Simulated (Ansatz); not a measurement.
The figure comes from a scan of NiSi2 (fluorite type, space group Fm-3m): volume and axial ratio are varied about the relaxed values (subscript 0). Calculation: PBE (plane waves to 420 eV, PAW, scalar-relativistic; Ansatz, a quantum-chemistry and plane-wave program). k mesh 15×15×15 (Γ-centred), Fermi-Dirac smearing 0.05 eV. Compression counts positive. With partly filled bands, the response to shear is sensitive to the k mesh, so small differences along c/a are uncertain. NiSi2 is run without spin polarisation. NiSi2 was relaxed with its symmetry unable to fall. 

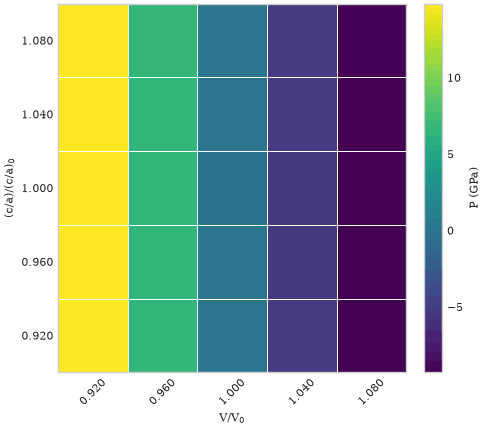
P (GPa), one tile a computed point.

**Question.** List the plotted points as numbers.

**Answer.** To the nearest 5:

P (GPa), with V/V₀ across and (c/a)/(c/a)₀ down:

```
(c/a)/(c/a)₀ \ V/V₀  0.920  0.960  1.000  1.040  1.080
-------------------  -----  -----  -----  -----  -----
0.920                   15      5      0     -5    -10
0.960                   15      5      0     -5    -10
1.000                   15      5      0     -5    -10
1.040                   15      5      0     -5    -10
1.080                   15      5      0     -5    -10
```

(Under strain, the slope of the energy per volume gives the stress and its curvature an elastic modulus.)
